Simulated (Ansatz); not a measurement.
# GeF2 (triplet): one geometry, many settings at a displaced geometry (v1)

Aim: run GeF2 (triplet) at one geometry under a spread of methods and options, and see what each costs and gives.

Program: Ansatz 0.2.0, Gaussian basis. Level of theory: the settings change from run to run. These are calculated values, not measurements.

28 further runs of the same task are left out: 5 for a known fault of the program, 7 that didn't finish, 16 set aside as unsound or not needed. Runs told in other sessions of the task aren't counted.

### 1 What is computed

The geometry is a PBE0/def2-TZVP stationary point (not a proven minimum) with its atoms shifted at random (size 0.040 Å). No spin-orbit coupling is included. The filled d shell of Ge may be among the frozen orbitals whatever the setting's name suggests.

3 atoms, charge 0, spin multiplicity 3.

Atoms are counted from 1 here; the program's logs count them from 0.

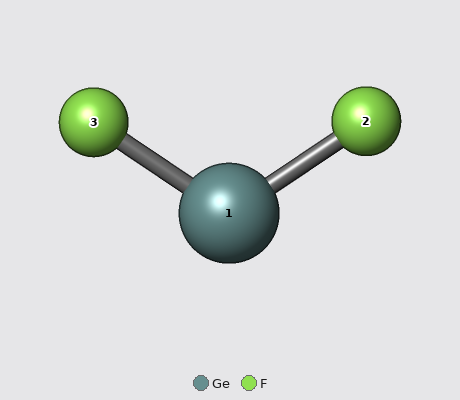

The geometry (germanium teal, fluorine green); atoms are numbered from 1 in the order of the file.

### 2 MRCISD+Q(relaxed)(10,6)/STO-3G

File in.yaml:

```yaml
crystal:
  periodic: [false, false, false]
  atoms:
    - {symbol: Ge, position_ang: [-0.007950, -0.330531, 0.011148]}
    - {symbol: F, position_ang: [-0.008783, 0.602234, -1.456254]}
    - {symbol: F, position_ang: [0.039181, 0.661544, 1.413631]}
basis:
  gaussian: {orbitals: STO-3G}
magnetization: {spin_polarized: false, initial_magnetization: 2}
correlation: {method: fic_mrcisd_q_relaxed, electrons: outside_noble_gas, active_space: {window: {electrons: 10, orbitals: 6}}}
accuracy: high
```

Command:

```
$ ansatz run in.yaml --threads 1 --pin off --events-out ev --progress --plain --max-ram 2393MiB
```

What it wrote, shortened:

```text
Functional definition: HF
  name "HF"
  cite "Fock, Z. Phys. 61, 126 (1930) doi:10.1007/BF01340294"
  parent pbe
[...]
422 factors; integrals over basis functions are off by at most 4.4e-9 eV
[...]
mean field -61163.99986985 eV, -2247.7355367687 hartree, gradient 2.9e-8 eV, S^2 2.000000; 0 other end points of the search recorded, 0 dependent functions left out
reference -61163.99986985 eV, -2247.7355367687 hartree; 26, 24 occupied and 2, 4 virtual orbitals, 422 factors
state -61164.06894278 eV, -2247.7380751523 hartree
contracted CI cycle   1: correlation 0.00000000 eV, 0.0000000000 hartree, residual 8.53e0 eV
contracted CI cycle   2: correlation -1.64242319 eV, -0.0603579390 hartree, residual 2.64e0 eV
contracted CI cycle   3: correlation -1.87057116 eV, -0.0687422222 hartree, residual 1.13e0 eV
contracted CI cycle   4: correlation -1.89728864 eV, -0.0697240716 hartree, residual 5.37e-1 eV
contracted CI cycle   5: correlation -1.90467063 eV, -0.0699953545 hartree, residual 2.13e-1 eV
contracted CI cycle   6: correlation -1.90643500 eV, -0.0700601942 hartree, residual 1.33e-1 eV
contracted CI cycle   7: correlation -1.90699323 eV, -0.0700807087 hartree, residual 7.57e-2 eV
contracted CI cycle   8: correlation -1.90712427 eV, -0.0700855244 hartree, residual 2.99e-2 eV
contracted CI cycle   9: correlation -1.90715122 eV, -0.0700865146 hartree, residual 1.27e-2 eV
contracted CI cycle  10: correlation -1.90715557 eV, -0.0700866746 hartree, residual 5.05e-3 eV
contracted CI cycle  11: correlation -1.90715616 eV, -0.0700866961 hartree, residual 2.24e-3 eV
contracted CI cycle  12: correlation -1.90715628 eV, -0.0700867004 hartree, residual 9.20e-4 eV
contracted CI cycle  13: correlation -1.90715630 eV, -0.0700867013 hartree, residual 5.99e-4 eV
contracted CI cycle  14: correlation -1.90715631 eV, -0.0700867017 hartree, residual 3.41e-4 eV
contracted CI cycle  15: correlation -1.90715632 eV, -0.0700867019 hartree, residual 2.04e-4 eV
contracted CI cycle  16: correlation -1.90715632 eV, -0.0700867019 hartree, residual 8.89e-5 eV
contracted CI cycle  17: correlation -1.90715632 eV, -0.0700867019 hartree, residual 3.41e-5 eV
state -61164.06894278 eV, -2247.7380751523 hartree; corrected -61166.09486164 eV, -2247.8125262972 hartree
Total energy: -61166.09486164 eV, -2247.8125262972 hartree
```

It took 1.3 s on 1 thread of Arm Neoverse V2, shared host.

From the report: 18 determinants; active occupations 2.00, 2.00, 2.00, 2.00, 1.00, 1.00.

### 3 MP2 on ROHF/cc-pVDZ

File in.yaml:

```yaml
crystal:
  periodic: [false, false, false]
  atoms:
    - {symbol: Ge, position_ang: [-0.007950, -0.330531, 0.011148]}
    - {symbol: F, position_ang: [-0.008783, 0.602234, -1.456254]}
    - {symbol: F, position_ang: [0.039181, 0.661544, 1.413631]}
basis:
  gaussian: {orbitals: cc-pVDZ}
magnetization: {spin_polarized: false, initial_magnetization: 2}
correlation: {method: mp2, electrons: valence}
accuracy: high
output: {forces: true}
```

Same command.

What it wrote, shortened:

```text
Functional definition: HF
  name "HF"
  cite "Fock, Z. Phys. 61, 126 (1930) doi:10.1007/BF01340294"
  parent pbe
[...]
1072 factors; integrals over basis functions are off by at most 4.4e-9 eV
[...]
mean field -61883.73783117 eV, -2274.1854189914 hartree, gradient 8.0e-9 eV, S^2 2.000000; 0 other end points of the search recorded, 0 dependent functions left out
11 core orbitals not correlated: weight in the atoms' cores, before any rotation towards them, 1.000 or more for the frozen orbitals, at most 0.000 for the correlated occupied ones
reference -61883.73783117 eV, -2274.1854189914 hartree; 15, 13 occupied and 29, 31 virtual orbitals, 1072 factors
second order -12.19256383 eV of doubles, -0.04043788 eV of singles
[...]
Total energy: -61895.97083287 eV, -2274.6349735122 hartree
Atom 0 at    -0.007950    -0.330531     0.011148 Å, force    -0.030941    -0.916360    -0.518306 eV/Å
Atom 1 at    -0.008783     0.602234    -1.456254 Å, force    -0.002766     0.257053    -0.560895 eV/Å
Atom 2 at     0.039181     0.661544     1.413631 Å, force     0.033706     0.659306     1.079201 eV/Å
Dipole moment:    -0.011178    -0.471428     0.025822 e Å
```

It took 4.3 s on 1 thread of Arm Neoverse V2, shared host.

### 4 MP2 on UHF/cc-pVDZ

File in.yaml:

```yaml
crystal:
  periodic: [false, false, false]
  atoms:
    - {symbol: Ge, position_ang: [-0.007950, -0.330531, 0.011148]}
    - {symbol: F, position_ang: [-0.008783, 0.602234, -1.456254]}
    - {symbol: F, position_ang: [0.039181, 0.661544, 1.413631]}
basis:
  gaussian: {orbitals: cc-pVDZ, point_charges: [{charge: -0.50, position_ang: [4.929, 0.760, -0.942]}]}
magnetization: {spin_polarized: true, initial_magnetization: 2}
correlation: {method: mp2, electrons: outside_noble_gas}
```

Launched as before.

What it wrote:

```text
Functional definition: HF
  name "HF"
  cite "Fock, Z. Phys. 61, 126 (1930) doi:10.1007/BF01340294"
  parent pbe
  exchange = exact_x
  correlation = 0
590 factors; integrals over basis functions are off by at most 6.5e-4 eV
mean field evaluation 1: about -61881.3419 eV, gradient 2.2e1 eV
mean field evaluation 2: about -61881.3682 eV, gradient 2.2e1 eV
mean field evaluation 4: about -61883.7091 eV, gradient 2.3e0 eV
mean field evaluation 8: about -61883.8106 eV, gradient 2.2e-1 eV
mean field evaluation 16: about -61883.8118 eV, gradient 1.9e-6 eV
mean field -61883.81176253 eV, -2274.1881359189 hartree, gradient 1.9e-6 eV, S^2 2.006696; 0 other end points of the search recorded, 0 dependent functions left out
16 core orbitals not correlated: weight in the atoms' cores, before any rotation towards them, 0.942 or more for the frozen orbitals, at most 0.053 for the correlated occupied ones
reference -61883.81176253 eV, -2274.1881359189 hartree; 10, 8 occupied and 29, 31 virtual orbitals, 590 factors
second order -11.77170256 eV of doubles, -0.00000000 eV of singles
Total energy: -61895.58346509 eV, -2274.6207380089 hartree
```

It took 0.75 s on 1 thread of Arm Neoverse V2, shared host.

From the report: ⟨S²⟩ of the determinant 2.007 (pure triplet: 2.00).

### 5 CCSDT(Q)/B on UHF/STO-3G

File in.yaml:

```yaml
crystal:
  periodic: [false, false, false]
  atoms:
    - {symbol: Ge, position_ang: [-0.007950, -0.330531, 0.011148]}
    - {symbol: F, position_ang: [-0.008783, 0.602234, -1.456254]}
    - {symbol: F, position_ang: [0.039181, 0.661544, 1.413631]}
basis:
  gaussian: {orbitals: STO-3G}
magnetization: {spin_polarized: true, initial_magnetization: 2}
correlation: {method: ccsdt_q_b, electrons: outside_noble_gas}
scf: {lower_state_search: off}
output: {forces: true}
```

Same command.

What it wrote, shortened:

```text
Functional definition: HF
  name "HF"
  cite "Fock, Z. Phys. 61, 126 (1930) doi:10.1007/BF01340294"
  parent pbe
[...]
403 factors; integrals over basis functions are off by at most 5.1e-8 eV
[...]
mean field -61164.06680531 eV, -2247.7379966015 hartree, gradient 1.6e-6 eV, S^2 2.014401; 0 other end points of the search recorded, 0 dependent functions left out
16 core orbitals not correlated, not the lowest: weight in the atoms' cores, before any rotation towards them, 0.746 or more for the frozen orbitals, at most 0.312 for the correlated occupied ones
reference -61164.06680531 eV, -2247.7379966015 hartree; 10, 8 occupied and 2, 4 virtual orbitals, 403 factors
second order -1.42558231 eV of doubles, -0.00000000 eV of singles
cycle   1  -1.62242294 eV  change   -2.0e-1 eV  update   9.7e-2
[...]
cycle  19  -2.08821586 eV  change    1.3e-6 eV  update   1.2e-6
perturbative correction -0.00585642 eV, -0.0002152195 hartree
[...]
Total energy: -61166.16087759 eV, -2247.8149523384 hartree
Atom 0 at    -0.007950    -0.330531     0.011148 Å, force    -0.018829    -0.559835    -0.312127 eV/Å
Atom 1 at    -0.008783     0.602234    -1.456254 Å, force     0.001992     0.163112    -0.124668 eV/Å
Atom 2 at     0.039181     0.661544     1.413631 Å, force     0.016837     0.396723     0.436795 eV/Å
Dipole moment:    -0.004222    -0.176916     0.008030 e Å
Checks for a lower state left out: starts, cluster_reference, orbital_swaps, neighbouring_geometries, increment
```

Wall time 8.5 s (1 thread of Arm Neoverse V2, shared host); peak memory 0.3 GiB.

From the report: ⟨S²⟩ of the determinant 2.014 (pure triplet: 2.00); correlation -2.0941 eV; T1 0.023; largest double amplitude 0.07.

### 6 HF (ROHF)/cc-pVDZ

File in.yaml:

```yaml
crystal:
  periodic: [false, false, false]
  atoms:
    - {symbol: Ge, position_ang: [-0.007950, -0.330531, 0.011148]}
    - {symbol: F, position_ang: [-0.008783, 0.602234, -1.456254]}
    - {symbol: F, position_ang: [0.039181, 0.661544, 1.413631]}
basis:
  gaussian: {orbitals: cc-pVDZ}
magnetization: {spin_polarized: false, initial_magnetization: 2}
hamiltonian: {xc: hf}
scf: {lower_state_search: off}
output: {orbitals: {seedname: orbitals}}
```

Launched as before.

What it wrote:

```text
Functional definition: HF
  name "HF"
  cite "Fock, Z. Phys. 61, 126 (1930) doi:10.1007/BF01340294"
  parent pbe
  exchange = exact_x
  correlation = 0
these checks for a lower state are left out or cut short: stability, starts, cluster_reference, orbital_swaps, neighbouring_geometries, increment
590 factors; integrals over basis functions are off by at most 6.1e-4 eV
mean field evaluation 1: about -61881.1891 eV, gradient 3.1e1 eV
mean field evaluation 2: about -61881.2126 eV, gradient 3.1e1 eV
mean field evaluation 4: about -61883.6815 eV, gradient 2.4e0 eV
mean field evaluation 8: about -61883.7370 eV, gradient 2.2e-1 eV
mean field -61883.73736354 eV, -2274.1854018065 hartree, gradient 2.1e-6 eV, S^2 2.000000; 0 other end points of the search recorded, 0 dependent functions left out
reference -61883.73736354 eV, -2274.1854018065 hartree; 26, 24 occupied and 29, 31 virtual orbitals, 590 factors
Total energy: -61883.73736354 eV, -2274.1854018065 hartree
Checks for a lower state left out: stability, starts, cluster_reference, orbital_swaps, neighbouring_geometries, increment
```

Run time: 0.51 s. Hardware: 1 thread of Arm Neoverse V2, shared host.

### 7 NEVPT2(10,7)/cc-pVDZ

in.yaml: that of step 6 with these lines changed.

```diff
@@ -9,4 +9,3 @@
 magnetization: {spin_polarized: false, initial_magnetization: 2}
-hamiltonian: {xc: hf}
-scf: {lower_state_search: off}
-output: {orbitals: {seedname: orbitals}}
+correlation: {method: sc_nevpt2, electrons: outside_noble_gas, active_space: {window: {electrons: 10, orbitals: 7}, states: [{multiplicity: 3, weights: [0.5, 1]}]}}
+output: {forces: true}
```

Launched as before.

What it wrote, shortened:

```text
Functional definition: HF
  name "HF"
  cite "Fock, Z. Phys. 61, 126 (1930) doi:10.1007/BF01340294"
  parent pbe
[...]
1011 factors; integrals over basis functions are off by at most 1.1e-7 eV
[...]
mean field -61883.73783098 eV, -2274.1854189845 hartree, gradient 6.9e-7 eV, S^2 2.000000; 0 other end points of the search recorded, 0 dependent functions left out
reference -61883.73783098 eV, -2274.1854189845 hartree; 26, 24 occupied and 29, 31 virtual orbitals, 1011 factors
state -61883.81886508 eV, -2274.1883969326 hartree
state -61880.00932357 eV, -2274.0483988646 hartree
state -61883.81886508 eV, -2274.1883969326 hartree; corrected -61895.26939584 eV, -2274.6091961767 hartree
state -61880.00932357 eV, -2274.0483988646 hartree; corrected -61891.70182329 eV, -2274.4780903036 hartree
[...]
Total energy: -61892.89101414 eV, -2274.5217922613 hartree
Atom 0 at    -0.007950    -0.330531     0.011148 Å, force     0.009421    -0.572501     1.450457 eV/Å
Atom 1 at    -0.008783     0.602234    -1.456254 Å, force    -0.040585     0.707229    -3.578144 eV/Å
Atom 2 at     0.039181     0.661544     1.413631 Å, force     0.031164    -0.134728     2.127687 eV/Å
Dipole moment:    -0.013840    -0.555969    -0.010073 e Å
```

Wall time 8.5 s (1 thread of Arm Neoverse V2, shared host).

From the report: 216 determinants; active occupations (of the averaged states) 2.00, 2.00, 1.99, 1.99, 1.01, 0.67, 0.35.

### 8 MP2 on UHF/STO-3G

File in.yaml:

```yaml
crystal:
  periodic: [false, false, false]
  atoms:
    - {symbol: Ge, position_ang: [-0.007950, -0.330531, 0.011148]}
    - {symbol: F, position_ang: [-0.008783, 0.602234, -1.456254]}
    - {symbol: F, position_ang: [0.039181, 0.661544, 1.413631]}
basis:
  gaussian: {orbitals: STO-3G}
magnetization: {spin_polarized: true, initial_magnetization: 2}
correlation: {method: mp2, electrons: valence}
```

Launched as before.

What it wrote:

```text
Functional definition: HF
  name "HF"
  cite "Fock, Z. Phys. 61, 126 (1930) doi:10.1007/BF01340294"
  parent pbe
  exchange = exact_x
  correlation = 0
326 factors; integrals over basis functions are off by at most 2.8e-5 eV
mean field evaluation 1: about -61162.2023 eV, gradient 1.2e1 eV
mean field evaluation 2: about -61162.2799 eV, gradient 1.2e1 eV
mean field evaluation 4: about -61164.0114 eV, gradient 1.5e0 eV
mean field evaluation 8: about -61164.0687 eV, gradient 1.2e-3 eV
mean field -61164.06673395 eV, -2247.7379939791 hartree, gradient 1.5e-6 eV, S^2 2.014401; 0 other end points of the search recorded, 0 dependent functions left out
11 core orbitals not correlated: weight in the atoms' cores, before any rotation towards them, 1.000 or more for the frozen orbitals, at most 0.000 for the correlated occupied ones
reference -61164.06673395 eV, -2247.7379939791 hartree; 15, 13 occupied and 2, 4 virtual orbitals, 326 factors
second order -1.45988427 eV of doubles, -0.00000000 eV of singles
Total energy: -61165.52661821 eV, -2247.7916437363 hartree
```

Wall time 0.21 s (1 thread of Arm Neoverse V2, shared host).

From the report: ⟨S²⟩ of the determinant 2.014 (pure triplet: 2.00).

### 9 CCSD on UHF/6-31G

in.yaml: that of step 8 with these lines changed.

```diff
@@ -7,4 +7,5 @@
 basis:
-  gaussian: {orbitals: STO-3G}
+  gaussian: {orbitals: 6-31G}
 magnetization: {spin_polarized: true, initial_magnetization: 2}
-correlation: {method: mp2, electrons: valence}
+correlation: {method: ccsd, electrons: outside_noble_gas, diis_vectors: 2}
+output: {forces: true}
```

Launched as before.

What it wrote, shortened:

```text
Functional definition: HF
  name "HF"
  cite "Fock, Z. Phys. 61, 126 (1930) doi:10.1007/BF01340294"
  parent pbe
[...]
414 factors; integrals over basis functions are off by at most 5.8e-4 eV
[...]
mean field -61874.18691945 eV, -2273.8344294594 hartree, gradient 2.2e-6 eV, S^2 2.005994; 0 other end points of the search recorded, 0 dependent functions left out
16 core orbitals not correlated: weight in the atoms' cores, before any rotation towards them, 0.911 or more for the frozen orbitals, at most 0.082 for the correlated occupied ones
reference -61874.18691945 eV, -2273.8344294594 hartree; 10, 8 occupied and 21, 23 virtual orbitals, 414 factors
second order -7.69850210 eV of doubles, -0.00000000 eV of singles
cycle   1  -7.37595969 eV  change    3.2e-1 eV  update   9.3e-2
[...]
cycle  17  -7.69320319 eV  change    2.3e-7 eV  update   2.0e-6
[...]
Total energy: -61881.88012263 eV, -2274.1171494619 hartree
Atom 0 at    -0.007950    -0.330531     0.011148 Å, force    -0.047926    -1.618301    -0.500910 eV/Å
Atom 1 at    -0.008783     0.602234    -1.456254 Å, force    -0.004575     0.593244    -1.182885 eV/Å
Atom 2 at     0.039181     0.661544     1.413631 Å, force     0.052501     1.025057     1.683795 eV/Å
Dipole moment:    -0.015542    -0.649781     0.027293 e Å
```

Wall time 2.9 s (1 thread of Arm Neoverse V2, shared host).

From the report: ⟨S²⟩ of the determinant 2.006 (pure triplet: 2.00); correlation -7.6932 eV; T1 0.019; largest double amplitude 0.02.

### 10 CASSCF(18,10)/6-31G

File in.yaml:

```yaml
crystal:
  periodic: [false, false, false]
  atoms:
    - {symbol: Ge, position_ang: [-0.007950, -0.330531, 0.011148]}
    - {symbol: F, position_ang: [-0.008783, 0.602234, -1.456254]}
    - {symbol: F, position_ang: [0.039181, 0.661544, 1.413631]}
basis:
  gaussian: {orbitals: 6-31G}
magnetization: {spin_polarized: false, initial_magnetization: 2}
correlation: {active_space: {window: {electrons: 18, orbitals: 10}}}
accuracy: high
scf: {lower_state_search: light}
```

The command is unchanged.

What it wrote, shortened:

```text
Functional definition: HF
  name "HF"
  cite "Fock, Z. Phys. 61, 126 (1930) doi:10.1007/BF01340294"
  parent pbe
[...]
788 factors; integrals over basis functions are off by at most 3.6e-9 eV
[...]
mean field -61874.12861069 eV, -2273.8322866522 hartree, gradient 2.0e-8 eV, S^2 2.000000; 0 other end points of the search recorded, 0 dependent functions left out
reference -61874.12861069 eV, -2273.8322866522 hartree; 26, 24 occupied and 21, 23 virtual orbitals, 788 factors
state -61874.15343059 eV, -2273.8331987666 hartree
[...]
Total energy: -61874.15343059 eV, -2273.8331987666 hartree
```

Wall time 29 s (1 thread of Arm Neoverse V2, shared host).

From the report: 100 determinants; active occupations 2.00, 2.00, 2.00, 2.00, 2.00, 2.00, 2.00, 2.00, 1.00, 1.00.

### 11 The runs in one table

Where basis and cores are those of an earlier UCCSDT(Q)/cc-pVDZ run (-61896.0263 eV), and the records show the same count of frozen orbitals and kind of state, the miss against it is given; a blank cell means that this couldn't be shown.

| level | correlated | functions | energy (eV) | from UCCSDT(Q) (meV) | time |
| --- | --- | --- | --- | --- | --- |
| MRCISD+Q(relaxed)(10,6)/STO-3G | outside noble gas | 28 | -61166.0949 |  | 1.3 s |
| MP2 on ROHF/cc-pVDZ | valence | 55 | -61895.9708 |  | 4.3 s |
| MP2 on UHF/cc-pVDZ (beside a point charge) | outside noble gas | 55 | -61895.5835 |  | 0.75 s |
| CCSDT(Q)/B on UHF/STO-3G | outside noble gas | 28 | -61166.1609 |  | 8.5 s |
| HF (ROHF)/cc-pVDZ |  | 55 | -61883.7374 | 12288.9 | 0.51 s |
| NEVPT2(10,7)/cc-pVDZ (mean of several states) | outside noble gas | 55 | -61892.8910 |  | 8.5 s |
| MP2 on UHF/STO-3G | valence | 28 | -61165.5266 |  | 0.21 s |
| CCSD on UHF/6-31G | outside noble gas | 47 | -61881.8801 |  | 2.9 s |
| CASSCF(18,10)/6-31G |  | 47 | -61874.1534 |  | 29 s |

### 12 Summary of results

| quantity | value |
| --- | --- |
| runs | 9 |
| quickest | MP2 on UHF/STO-3G, 0.21 s |
| slowest | CASSCF(18,10)/6-31G, 29 s |

Total energies in different bases, with other cores or another treatment of relativity can't be set against each other. «valence» and «outside noble gas» are the program's key words; the logs give how many orbitals each freezes, and for Ga to Kr the 3d shell needn't follow the word's plain sense. CASSCF(18,10)/6-31G took 138 times as long as MP2 on UHF/STO-3G; the jobs differ in more than the method. Hartree-Fock, CASSCF and CASCI lack dynamic correlation by design.
